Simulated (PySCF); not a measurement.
C$_{4}$H$_{12}$Si$_{2}$

```yaml
atoms:
  - { symbol: C, position_ang: [2.2501, -0.3711, -0.0930] }
  - { symbol: C, position_ang: [0.8364, -0.0695, 0.3892] }
  - { symbol: C, position_ang: [-0.1480, -1.1445, -0.0846] }
  - { symbol: C, position_ang: [-1.5837, -0.8359, 0.3435] }
  - { symbol: Si, position_ang: [-2.0308, 0.9432, -0.2082] }
  - { symbol: Si, position_ang: [0.1702, 1.6430, -0.1806] }
  - { symbol: H, position_ang: [2.5870, -1.3454, 0.2628] }
  - { symbol: H, position_ang: [2.2890, -0.3771, -1.1810] }
  - { symbol: H, position_ang: [2.9474, 0.3826, 0.2674] }
  - { symbol: H, position_ang: [0.8454, -0.0905, 1.4859] }
  - { symbol: H, position_ang: [0.1561, -2.1213, 0.3076] }
  - { symbol: H, position_ang: [-0.1048, -1.2109, -1.1766] }
  - { symbol: H, position_ang: [-1.6555, -0.9154, 1.4304] }
  - { symbol: H, position_ang: [-2.2590, -1.5872, -0.0666] }
  - { symbol: H, position_ang: [-2.9932, 1.5371, 0.7271] }
  - { symbol: H, position_ang: [-2.6966, 0.9029, -1.5176] }
  - { symbol: H, position_ang: [0.7725, 1.9846, -1.4773] }
  - { symbol: H, position_ang: [0.6087, 2.6818, 0.7599] }
```

Geometry: GFN2-xTB.

Method: PBE0/pcSseg-1, SCF density, gas phase, non-relativistic in PySCF 2.14.0.

Q: What can the converged electron density and electron localisation function tell about the bonding?

A: C–C (1.52 Å): the density is about 1.6 e/Å³ at the midpoint; the ELF peaks at about 0.95 between the atoms, as expected for localised, covalent bonding.
C–H (1.09 Å): the density is about 2 e/Å³ at the midpoint; the ELF climbs to about 1 towards the hydrogen, as it does in any bond to H: an ordinary covalent bond to hydrogen.

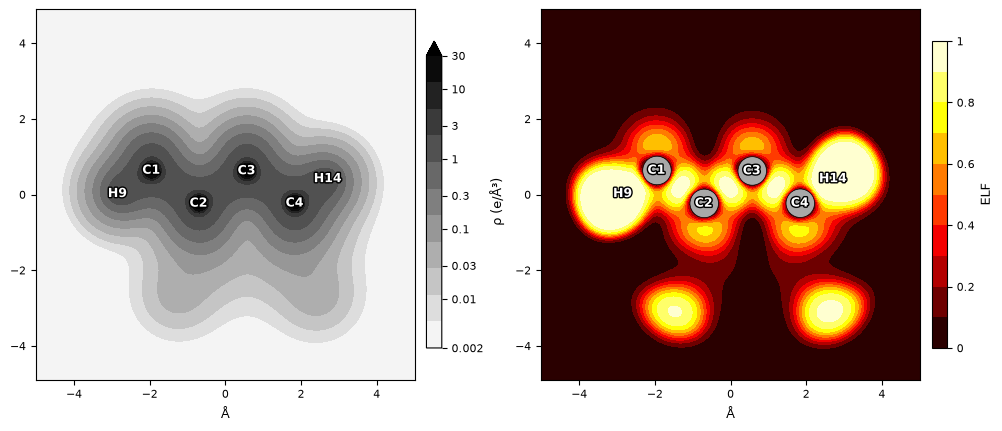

Computed electron density and electron localisation function on the plane of atoms C2, C3 and C4, in this order. Grey discs cover the atomic cores in the ELF map. 
